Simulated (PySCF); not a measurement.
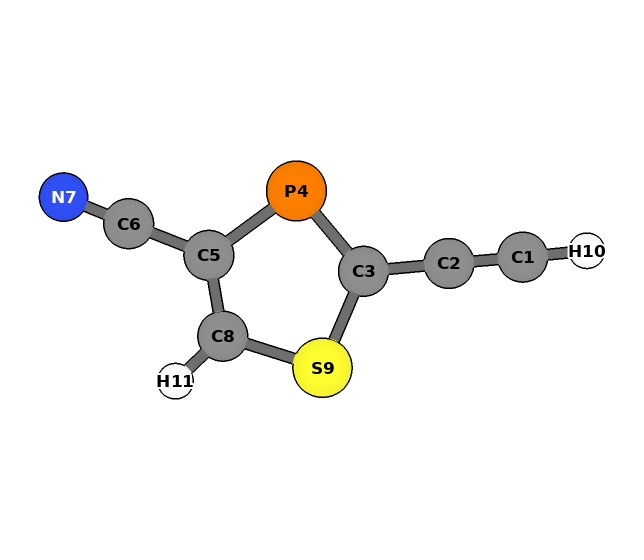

Computed geometry: GFN2-xTB optimisation. No frequency run is at hand to confirm it as a minimum. Electric field gradients from the ground-state density, PBE0/pcSseg-1 (PySCF 2.14.0), non-relativistic apart from any core potentials.

Give the largest field-gradient component, the quadrupole coupling constant and the asymmetry for 14N at N7 (Q = 20.44 mb), 33S at S9 (Q = −67.81 mb), 2H at H10 (Q = 2.86 mb), 2H at H11 (Q = 2.86 mb).

```
atom  V_zz (a.u.)  e²qQ/h (MHz)     η
  N7       −0.963         −4.63  0.11
  S9        1.800         −28.7  0.51
 H10        0.395         0.266  0.01
 H11        0.330         0.222  0.09
```

The geometry is semi-empirical. Around P such bond lengths and angles can be off by a tenth of an ångström or more and by several degrees, and values that hang on the shape move with them.
